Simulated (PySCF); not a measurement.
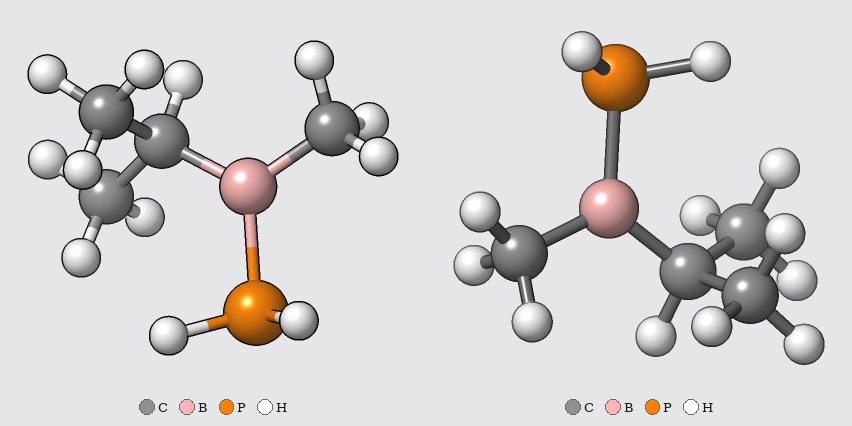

The same structure drawn twice, from different directions.

Question: What is the molecular formula?

Answer: C4H12BP, 18 atoms: 4 carbon, 12 hydrogen, 1 boron and 1 phosphorus.

Question: Which point group does it belong to?

Answer: C1.

Question: Count the bonded pairs by element.

Answer: 10 C–H, 2 C–B, 2 C–C, 2 P–H, 1 B–P.

Question: Write the SMILES.

Answer: CB(P)C(C)C

More results for the same structure follow; atom numbers are the same in all pictures, views and colours differ. The computed structure is the end point of a PBE0-D3(BJ)/def2-SVP optimisation. No frequency run is at hand to confirm it as a minimum.

Core levels

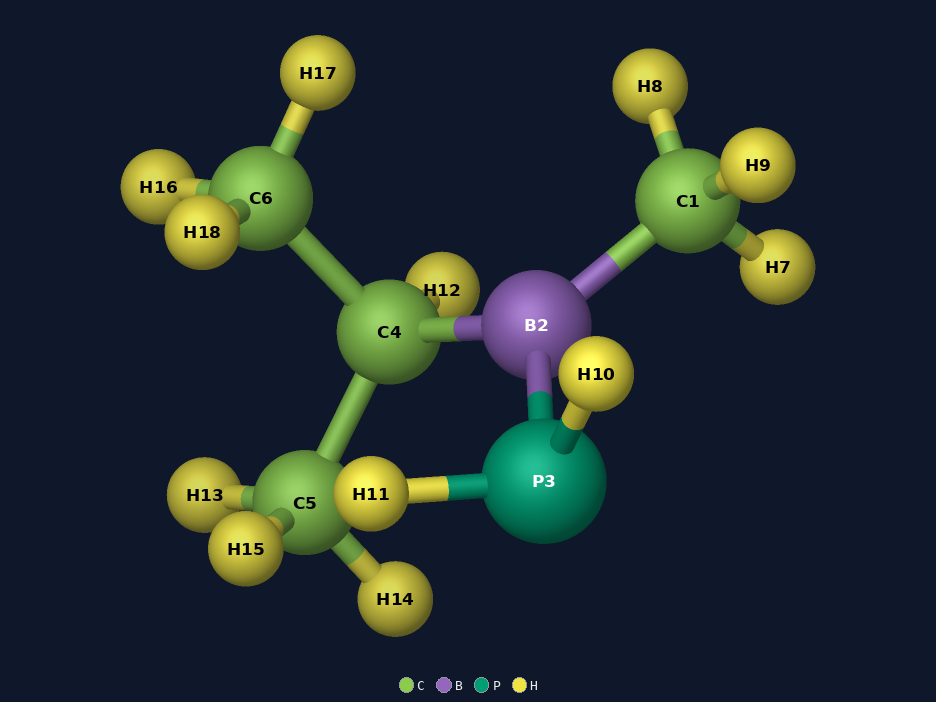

No frequency run is at hand to confirm it as a minimum. Method: delta-SCF UKS SCAN, pcX-2 on the ionised atom, pcseg-1 elsewhere, spin-free X2C (PySCF 2.14.0).

Give the core-electron binding energies (to vacuum; p and d levels without spin–orbit splitting) of C1 1s, B2 1s, P3 1s, P3 2p, C4 1s, C5 1s.

```json
{"atom": "C1", "level": "1s", "binding energy (eV)": "290.0"}
{"atom": "B2", "level": "1s", "binding energy (eV)": "195.2"}
{"atom": "P3", "level": "1s", "binding energy (eV)": "2149.5"}
{"atom": "P3", "level": "2p", "binding energy (eV)": "136.2"}
{"atom": "C4", "level": "1s", "binding energy (eV)": "289.9"}
{"atom": "C5", "level": "1s", "binding energy (eV)": "290.4"}
```

NMR shielding

The questions are on isotropic NMR shieldings of the C atoms. No frequency run is at hand to confirm it as a minimum. Level of theory: GIAO PBE0/pcSseg-1 NMR shielding, non-relativistic, IEF-PCM acetone (PySCF 2.14.0).

Question: Which C atom is the most shielded (lowest chemical shift)?

Answer: C6 (167.4 ppm).

Question: Which C atom is the least shielded (highest chemical shift)?

Answer: C4 (154.0 ppm).

Question: How wide is the range of C shifts?

Answer: 13.4 ppm.

Give the isotropic NMR shieldings of the C atoms atom by atom.

```json
{"atom": "C1", "σ (ppm)": "167.2"}
{"atom": "C4", "σ (ppm)": "154.0"}
{"atom": "C5", "σ (ppm)": "165.2"}
{"atom": "C6", "σ (ppm)": "167.4"}
```

Electronic properties

No frequency run is at hand to confirm it as a minimum. Level of theory: PBE0/pcSseg-1 in dimethylsulfoxide (IEF-PCM) (PySCF 2.14.0).

What does the calculation give?

- dipole moment: 1.72 D
- HOMO energy (Kohn–Sham orbital): −7.06 eV
- LUMO energy (Kohn–Sham orbital): −0.76 eV
- HOMO–LUMO gap: 6.30 eV
